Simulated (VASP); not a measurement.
Band structure of Cr (bcc, AFM order). Calculation: r2SCAN meta-GGA, VASP's PBE PAW potentials (set 64) (plane waves; VASP).

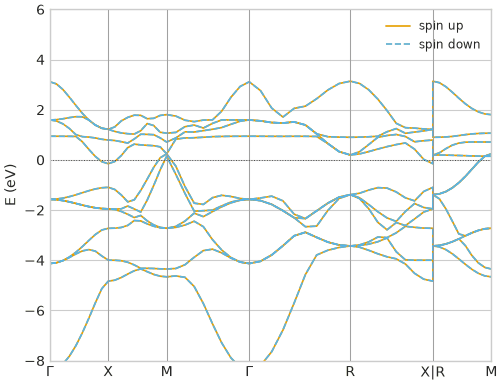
Bands along high-symmetry lines, zero at the valence-band maximum or, without a gap, the Fermi level

Task: Read the plot: is there a gap, and where are the band edges?

Result: It has no gap at this level: it comes out as a metal or semimetal.

The compound is Cr in the bcc, AFM order structure. It was relaxed first, which changed the volume by +9 %.
